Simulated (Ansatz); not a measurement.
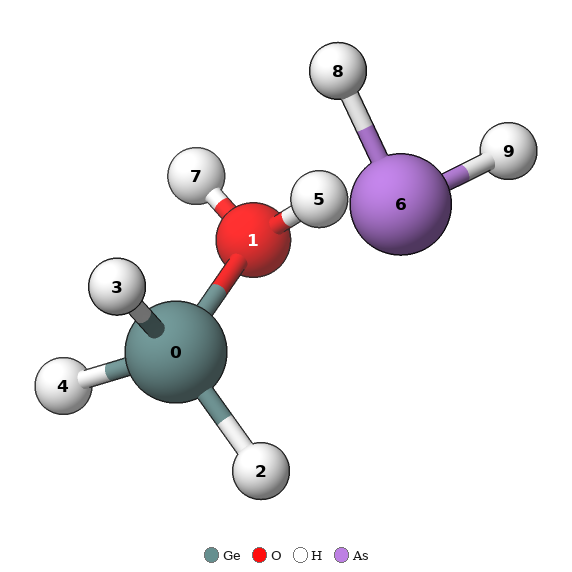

The structure as it stands in the input. Atoms are numbered from 0, in the order of the input.

Input file:

```yaml
crystal:
  periodic: [false, false, false]
  atoms:
    - {symbol: Ge, position_ang: [-0.856118, 0.668999, -0.812861]}
    - {symbol: O, position_ang: [0.449671, 1.129569, 0.592226]}
    - {symbol: H, position_ang: [-0.157188, 0.613845, -2.164494]}
    - {symbol: H, position_ang: [-1.899685, -0.402854, -0.495820]}
    - {symbol: H, position_ang: [-1.530200, 2.053222, -0.630827]}
    - {symbol: H, position_ang: [0.790356, 0.117920, 0.640436]}
    - {symbol: As, position_ang: [0.788578, -1.794481, -0.174989]}
    - {symbol: H, position_ang: [0.082910, 1.446975, 1.432553]}
    - {symbol: H, position_ang: [0.158547, -2.184535, 1.160094]}
    - {symbol: H, position_ang: [2.173228, -1.648660, 0.453681]}
basis:
  gaussian: {orbitals: def2-TZVP}
hamiltonian: {xc: pbe0, dispersion: d4}
phonons: {temperatures: {t_min: 298.15, t_max: 900, t_step: 200}}
```

It was started with:

```sh
ansatz run in.yaml --threads 8 --pin off --events-out ev --progress --plain --max-ram 19148MiB
```

Output (its end):

```
mean field -119503.05363845 eV, -4391.6562191340 hartree, gradient 1.5e-6 eV, S^2 0.000000; 0 other end points of the search recorded, 0 dependent functions left out
the calculation of the forces begins
reference -119503.05366990 eV, -4391.6562202899 hartree; 40, 40 occupied and 129, 129 virtual orbitals, 1283 factors
these checks for a lower state are left out or cut short: stability, starts, cluster_reference, orbital_swaps, neighbouring_geometries, increment
1283 factors; their error is unknown
mean field -119503.05365400 eV, -4391.6562197054 hartree, gradient 1.5e-6 eV, S^2 0.000000; 0 other end points of the search recorded, 0 dependent functions left out
the calculation of the forces begins
reference -119503.05368545 eV, -4391.6562208612 hartree; 40, 40 occupied and 129, 129 virtual orbitals, 1283 factors
these checks for a lower state are left out or cut short: stability, starts, cluster_reference, orbital_swaps, neighbouring_geometries, increment
1283 factors; their error is unknown
mean field -119503.05363094 eV, -4391.6562188581 hartree, gradient 1.5e-6 eV, S^2 0.000000; 0 other end points of the search recorded, 0 dependent functions left out
the calculation of the forces begins
reference -119503.05366240 eV, -4391.6562200140 hartree; 40, 40 occupied and 129, 129 virtual orbitals, 1283 factors
these checks for a lower state are left out or cut short: stability, starts, cluster_reference, orbital_swaps, neighbouring_geometries, increment
1283 factors; their error is unknown
mean field -119503.05364158 eV, -4391.6562192490 hartree, gradient 1.5e-6 eV, S^2 0.000000; 0 other end points of the search recorded, 0 dependent functions left out
the calculation of the forces begins
reference -119503.05367303 eV, -4391.6562204048 hartree; 40, 40 occupied and 129, 129 virtual orbitals, 1283 factors
WARN: phonons: modes at or below zero, which the zero-point energy, F, S and C_V leave out: 1, the lowest at -417.66 cm⁻¹. A minimum has none, and a first-order saddle one
Total energy: -119503.21813067 eV, -4391.6622641117 hartree
Atom 0 at    -0.856118     0.668999    -0.812861 Å, force    -0.004161    -0.001133    -0.003647 eV/Å
Atom 1 at     0.449671     1.129569     0.592226 Å, force     0.001397     0.004091     0.006781 eV/Å
Atom 2 at    -0.157188     0.613845    -2.164494 Å, force     0.000332    -0.000300     0.000277 eV/Å
Atom 3 at    -1.899685    -0.402854    -0.495820 Å, force     0.000285     0.000831    -0.000050 eV/Å
Atom 4 at    -1.530200     2.053222    -0.630827 Å, force     0.000434     0.000642    -0.000564 eV/Å
Atom 5 at     0.790356     0.117920     0.640436 Å, force     0.001511    -0.002728     0.000585 eV/Å
Atom 6 at     0.788578    -1.794481    -0.174989 Å, force     0.002223    -0.002125     0.000891 eV/Å
Atom 7 at     0.082910     1.446975     1.432553 Å, force    -0.000422     0.000041    -0.002329 eV/Å
Atom 8 at     0.158547    -2.184535     1.160094 Å, force     0.000621     0.000146     0.000532 eV/Å
Atom 9 at     2.173228    -1.648660     0.453681 Å, force    -0.002220     0.000536    -0.002476 eV/Å
Dipole moment:    -0.362354     0.737866     0.267764 e Å
Vibrations: -417.66 95.05 146.12 221.81 284.01 329.97 408.18 427.88 548.76 620.02 744.52 787.49 836.76 906.30 915.62 981.68 1317.30 2065.92 2101.92 2170.91 2177.51 2188.15 2226.35 3731.42 cm⁻¹, zero-point energy 1.626278 eV
```
